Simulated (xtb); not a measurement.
## Geometry relaxation of C$_{3}$H$_{5}$NO (part 4 of 4)

Continued. System: C$_{3}$H$_{5}$NO, SMILES CC(N)=C=O. Method: GFN2-xTB (xtb 6.7.1). 

Geometry of the input (Å):
```
C  -1.1613  -0.3696  0.4532
C  0.1240  0.0379  -0.2266
N  1.3442  -0.2490  0.5015
C  0.0793  0.7645  -1.4629
O  0.1509  1.1390  -2.3810
H  -1.2807  0.2271  1.4469
H  -0.8893  -1.4326  0.5958
H  -1.8946  -0.2559  -0.3201
H  2.1803  0.0710  0.0215
H  1.3201  0.1462  1.4445
```

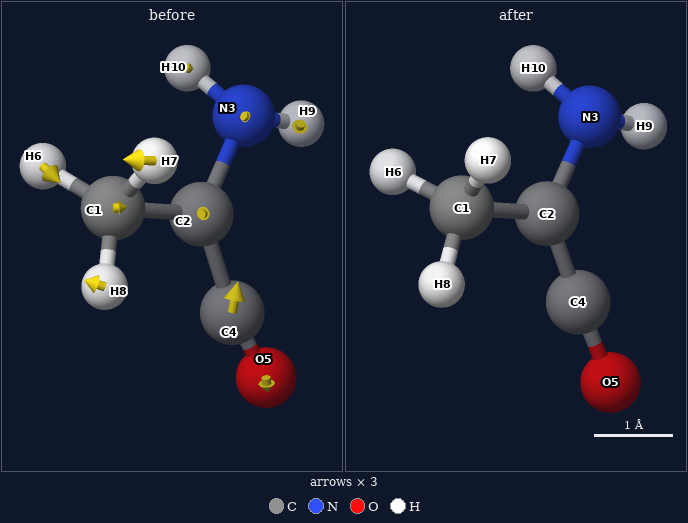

Before (left) and after (right) the relaxation, at one scale (ball-and-stick view, seen at a tilt). The yellow arrows give the displacements, magnified 3 times. Over 14 geometry steps the energy falls by 301.4 kJ/mol. The atom that moves furthest after the best rigid fit is H7 (0.16 Å). By element the largest moves are H 0.16 Å, C 0.14 Å, O 0.07 Å, N 0.04 Å. Distances before and after: C4–O5 0.994 → 1.175 Å, C2–C4 1.435 → 1.301 Å, C1–H6 1.165 → 1.091 Å, C2–N3 1.450 → 1.427 Å. Among the angles that change: C2–C1–H7 96.2° → 109.0°, H6–C1–H8 119.4° → 108.7°, C2–C1–H8 103.2° → 110.8°. (Atoms are counted from 1 in the order of the input.)

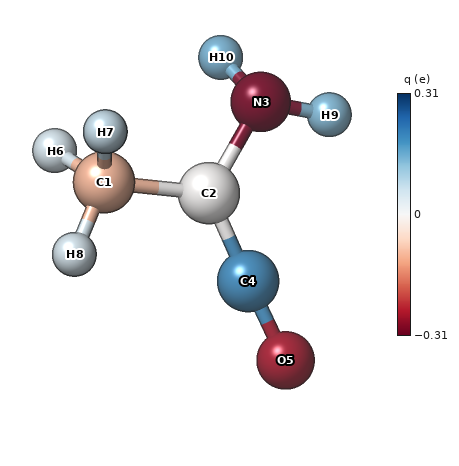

Mulliken charges, as the colour of each atom (ball-and-stick view, seen at a tilt; atoms are numbered from 1 in the order of the input). By element: C −0.10 to +0.20, N −0.30, O −0.26 and H +0.05 to +0.15 e.

## Results in brief

| quantity | value |
| --- | --- |
| outcome | converged |
| electrons treated | 28 |
| total energy | −15.899608 hartree |
| dispersion energy | −0.004727 hartree |
| basis functions | 25 |
| HOMO | −9.43 eV |
| LUMO | −7.13 eV |
| dipole moment | 2.60 D |
| peak memory | 0.07 GiB |

## Remarks

Settings chosen away from the usual ones: method = gfn2-xtb; task = optimise; x = {"model_hessian": "swart"}; opt_level = normal; partner = base.
